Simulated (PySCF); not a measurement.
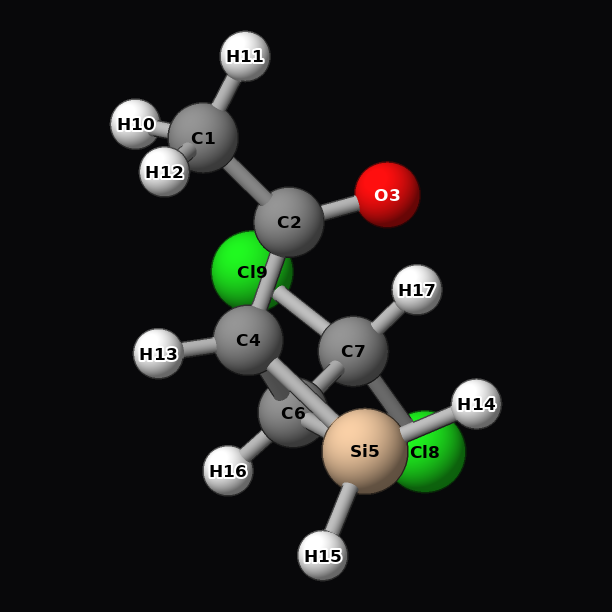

Computed geometry: GFN2-xTB optimisation. No frequency run is at hand to confirm it as a minimum. Method: GIAO PBE0/pcSseg-1 NMR shielding, non-relativistic, gas phase (PySCF 2.14.0). Principal shieldings σ11 ≤ σ22 ≤ σ33, span Ω = σ33 − σ11, skew κ = 3(σiso − σ22)/Ω.

Give the shielding tensors of the Si atoms.

```tsv
atom	σ11	σ22	σ33	σiso	Ω	κ
Si5	348.0	390.1	615.2	451.1	267.2	0.68
```

Shieldings and span in ppm.

The geometry is semi-empirical. Around Si such bond lengths and angles can be off by a tenth of an ångström or more and by several degrees, and values that hang on the shape move with them.
